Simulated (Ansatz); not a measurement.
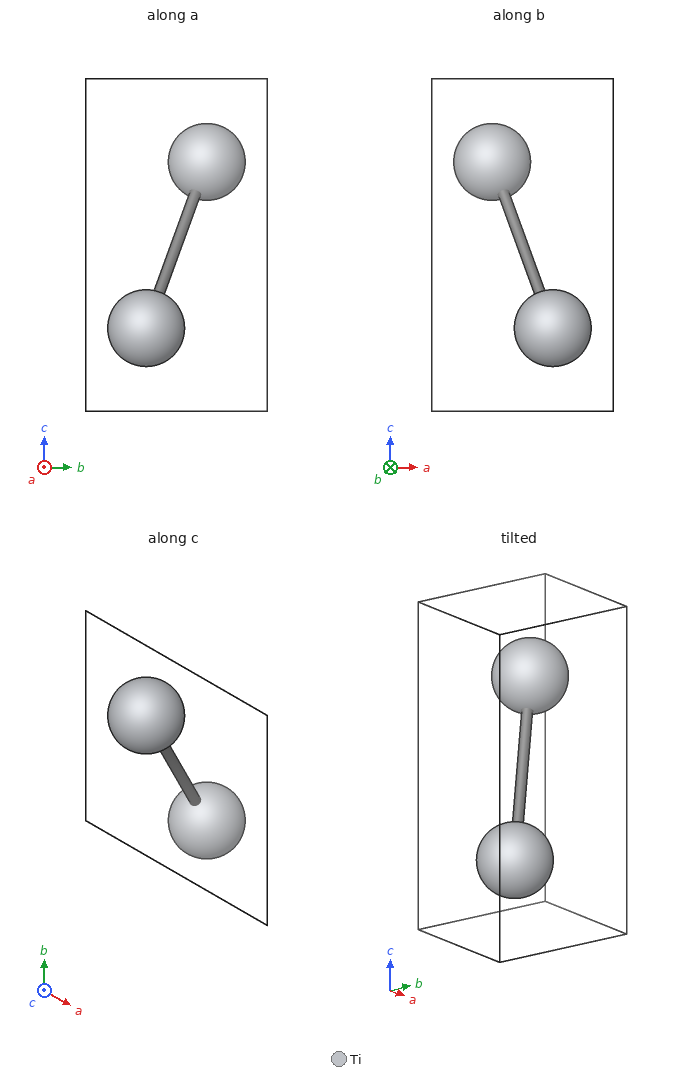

Ball-and-stick representation of a periodic structure, projected along the a axis, along the b axis, along the c axis and slightly off an axis. The wireframe shows the conventional unit cell.

Lattice parameters: a = 2.9002 Å, b = 2.9002 Å, c = 4.5922 Å, α = 90.000°, β = 90.000°, γ = 120.000°.

**Express the structure as a CIF in P1 with every atom of the cell.**

```cif
data_structure
_symmetry_space_group_name_H-M 'P 1'
_symmetry_Int_Tables_number 1
_cell_length_a 2.9002
_cell_length_b 2.9002
_cell_length_c 4.5922
_cell_angle_alpha 90.000
_cell_angle_beta 90.000
_cell_angle_gamma 120.000
_cell_volume 33.45
loop_
_atom_site_label
_atom_site_type_symbol
_atom_site_fract_x
_atom_site_fract_y
_atom_site_fract_z
_atom_site_occupancy
Ti1 Ti 0.3333 0.6667 0.7500 1
Ti2 Ti 0.6667 0.3333 0.2500 1
```

Its origin is the standard structure of this element. Earlier steps of the study may have refined or changed the cell and positions. It went into a calculation with Ansatz.
